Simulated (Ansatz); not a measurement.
The starting structures come from a database of crystals and need not be the phases stable at ambient conditions.

 Where the default PAW files enter, the runs use the earlier of Ansatz's two default sets.

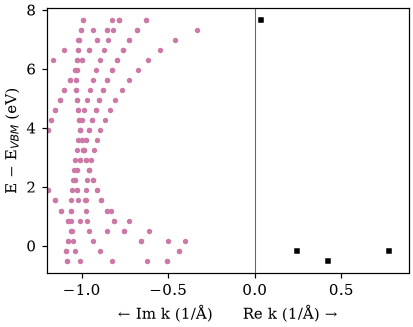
Fig. 1. Complex bands at the centre of the two-dimensional zone; r2SCAN (Ansatz, an electronic-structure program)

The gap is the functional's own, uncorrected, and κ follows it; spin-orbit coupling is left out. Mid-gap values are interpolated between the computed energies.

This is N2 (P4_2/mnm, not sure to be the ambient phase, 4 atoms a cell, 22.3 Å³ an atom) along the normal of (111). Read off the slowest decay at the centre of the two-dimensional zone at 3.91 eV, the computed energy nearest the middle of the gap.

κ ≈ 0.89 1/Å, a decay length 1/(2κ) of the density of 0.56 Å.
